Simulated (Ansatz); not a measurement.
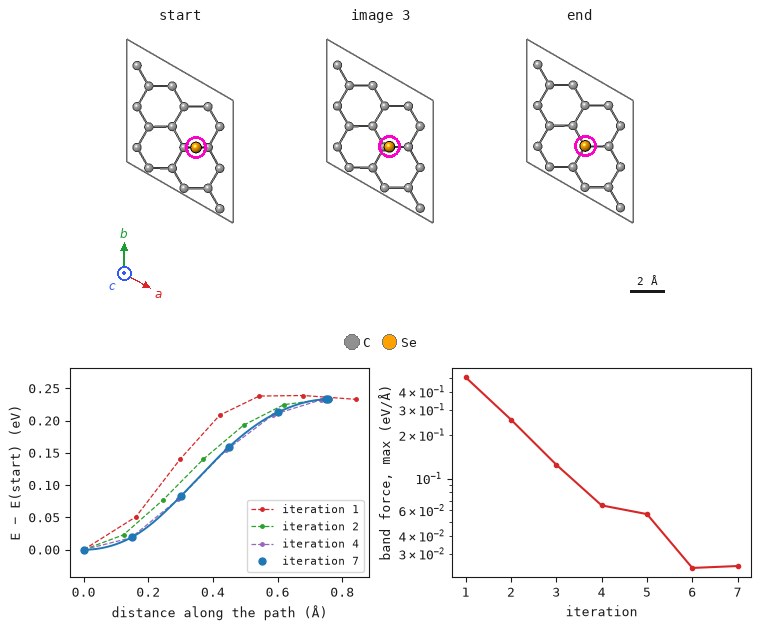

A search for the minimum-energy path of Se on graphene monolayer (19 atoms in the cell) by the nudged elastic band. Images are numbered from 0 (start) to 6 (end). The plot follows the band through its iterations. The picture is a ball-and-stick view of the simulation cell, with the vacuum cut short (origin moved), seen along the c axis. The moving atom is ringed, with any periodic copies. Bonds to atoms that aren't drawn are left out.

Level of theory: DFT PBEsol, scalar-relativistic, plane waves, PAW in Ansatz 0.2.0.

Input
```yaml
crystal:
  lattice:
    - [7.398, 0.0, 0.0]
    - [-3.699, 6.406856, 0.0]
    - [0.0, 0.0, 11.0]
  atoms:
    - { symbol: C, position: [-0.00501534, -0.00521976, 0.08457638] }
    - { symbol: C, position: [0.22061891, 0.10758509, 0.08461067] }
    - { symbol: C, position: [-0.00698041, 0.32655807, 0.11246598] }
    - { symbol: C, position: [0.22257894, 0.44131702, 0.11249596] }
    - { symbol: C, position: [-0.00501941, 0.66031266, 0.08472289] }
    - { symbol: C, position: [0.22063075, 0.77314047, 0.08477175] }
    - { symbol: C, position: [0.33169206, -0.00410717, 0.0823] }
    - { symbol: C, position: [0.55223306, 0.10615957, 0.08604852] }
    - { symbol: C, position: [0.33102653, 0.32531395, 0.09152881] }
    - { symbol: C, position: [0.55270685, 0.43885849, 0.08648518] }
    - { symbol: C, position: [0.33106772, 0.66584656, 0.09164798] }
    - { symbol: C, position: [0.55267444, 0.77397905, 0.08647108] }
    - { symbol: C, position: [0.66289427, -0.00604459, 0.08639229] }
    - { symbol: C, position: [0.88457707, 0.10208232, 0.09151363] }
    - { symbol: C, position: [0.66292596, 0.32911761, 0.08643377] }
    - { symbol: C, position: [0.88455076, 0.44257956, 0.09159524] }
    - { symbol: C, position: [0.6634018, 0.66175641, 0.08612862] }
    - { symbol: C, position: [0.88393112, 0.77201469, 0.08228496] }
    - { symbol: Se, position: [0.10792201, 0.38376481, 0.29116278] }
basis:
  ecutwfc: 420.0
kpoints:
  mp_grid: { grid: [2, 2, 1] }
hamiltonian:
  xc: pbesol
scf:
  occupations: { method: gaussian, width: 0.02 }
  lower_state_search: "off"
neb:
  images: 5
  f_tol: 0.03
  initial_path: idpp
  max_iterations: 48
  spring: 2.0
  final_atoms:
    - { symbol: C, position: [0.0032662, 0.00641041, 0.08626386] }
    - { symbol: C, position: [0.22622642, 0.11906881, 0.08502523] }
    - { symbol: C, position: [0.00368635, 0.34070603, 0.10678283] }
    - { symbol: C, position: [0.22969815, 0.45433065, 0.09412226] }
    - { symbol: C, position: [0.00376193, 0.67475289, 0.0863583] }
    - { symbol: C, position: [0.22592659, 0.78518652, 0.08417435] }
    - { symbol: C, position: [0.33719959, 0.00773251, 0.08303355] }
    - { symbol: C, position: [0.55950905, 0.11906881, 0.08502523] }
    - { symbol: C, position: [0.33798518, 0.34074693, 0.08769872] }
    - { symbol: C, position: [0.55946428, 0.4522619, 0.08672053] }
    - { symbol: C, position: [0.33765763, 0.67475289, 0.0863583] }
    - { symbol: C, position: [0.55980067, 0.78540656, 0.08545831] }
    - { symbol: C, position: [0.66981087, 0.00641041, 0.08626386] }
    - { symbol: C, position: [0.89066752, 0.11466837, 0.09296441] }
    - { symbol: C, position: [0.66942841, 0.34074693, 0.08769872] }
    - { symbol: C, position: [0.89129917, 0.45433065, 0.09412226] }
    - { symbol: C, position: [0.67050959, 0.67435251, 0.08722188] }
    - { symbol: C, position: [0.89227255, 0.78540656, 0.08545831] }
    - { symbol: Se, position: [0.00590388, 0.34514109, 0.29652179] }
  order_check: true
```

Command:
```bash
ansatz run input.yaml --threads 1 --pin off --max-ram 3072MiB --backend cpu --events-out ev --progress --plain --runs-dir out
```

Judge this run.

The run is converged, with reservations. The band converged in 7 iterations. The largest component of the band force went from 0.5 to 0.025 eV/Å. The first iteration put the highest image at 0.239 eV. No barrier shows: the energy is highest at the end, and the end lies 0.233 eV above the start.

Limits of the set-up: the periodic images lie only 7.4 Å apart, so the values are limited by the cell's size.
